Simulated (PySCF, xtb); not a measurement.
Dissociation curve of SMILES C=C=C (C₃H₄). The C1–C4 bond (C1 also carries H, H; C4 carries C) is varied alone, starting from the PBE0/def2-TZVP optimised geometry.

```
7

C      0.0000     0.0000     0.0000
H      0.0001    -0.9285    -0.5612
H      0.0000     0.9284    -0.5615
C      0.0000     0.0000     1.2994
C     -0.0005    -0.0005     2.5988
H     -0.9292    -0.0007     3.1597
H      0.9277    -0.0006     3.1606
```

Computed with: RKS-B3LYP/6-311+G** = restricted B3LYP/6-311+G**, spherical d (PySCF); RCCSD(T) = CCSD(T) on RHF/cc-pVDZ, 3 core orbitals frozen run with PySCF 2.14.0; GFN1-xTB (xtb); RCCSD = CCSD on RHF/cc-pVDZ, 3 core orbitals frozen in PySCF 2.14.0.

Energies are in kJ/mol, each relative to the lowest point of its own curve near equilibrium.

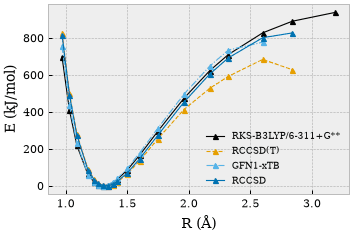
*Energy against bond length for each method.*

```tsv
R / Å	RKS-B3LYP/6-311+G**	RCCSD(T)	GFN1-xTB	RCCSD
0.97	697.0	824.5	757.5	816.9
1.03	409.6	500.0	437.7	493.1
1.09	219.2	280.5	229.4	274.5
1.18	61.0	90.4	60.6	86.1
1.23	19.6	36.1	18.2	33.0
1.26	6.5	16.5	5.4	14.1
1.30	0.0	2.5	0.0	1.3
1.34	3.8	0.0	5.4	0.0
1.38	15.9	6.6	19.2	7.9
1.42	34.4	20.3	39.5	23.1
1.50	85.4	63.3	94.0	69.4
1.60	165.0	134.7	177.3	145.7
1.75	296.4	255.0	313.2	274.9
1.96	473.3	412.1	495.0	452.1
2.17	622.9	527.0	647.7	604.4
2.32	709.5	591.8	734.2	691.5
2.60	827.5	683.5	776.9	801.3
2.84	890.2	627.9	—	826.9
3.19	938.3	—	—	—
```

The RCCSD(T) curve passes through a maximum at 2.60 Å and then falls by 55.7 kJ/mol up to the last usable point.

Dashes: no converged value, or the column stops at the first point that the program doubted or that broke a chosen test of continuity, which isn't proof of a fault.

The restricted form behind RKS-B3LYP/6-311+G** keeps the bonding electrons paired and can't separate into open-shell fragments. The T1 diagnostic of CCSD on the restricted reference of RCCSD(T), RCCSD exceeds 0.045 at 1.96 to 2.60 Å.
